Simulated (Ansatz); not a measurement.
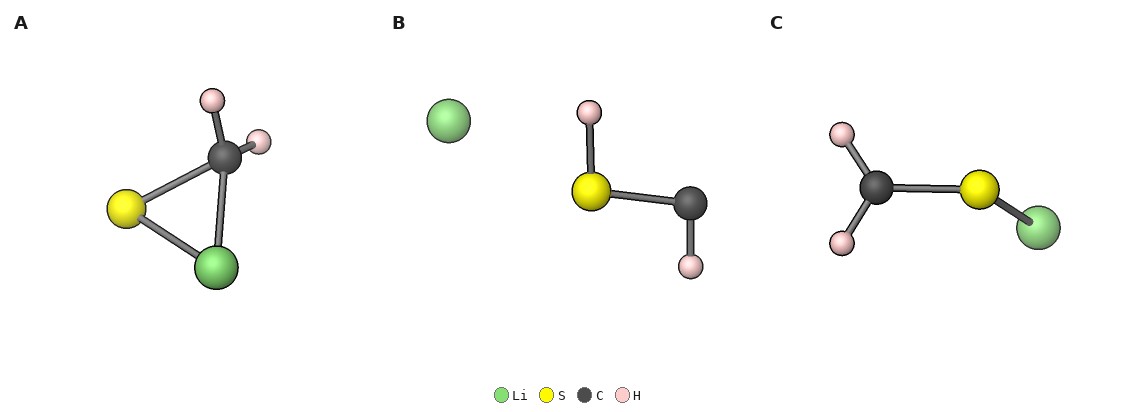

3 stationary structures of one formula. State: charge −1, singlet. Geometries: PBE0-D4/def2-TZVPD. Electronic energies: ωB97M-V/def2-TZVPPD (Ansatz 0.2.0), without zero-point energy. No frequency run is at hand to confirm each as a minimum.

Which is lowest in energy, and by how much?

A is lowest (Cs); C lies 30.6 kcal/mol above it (Cs), B lies 83.4 kcal/mol above it (C1).
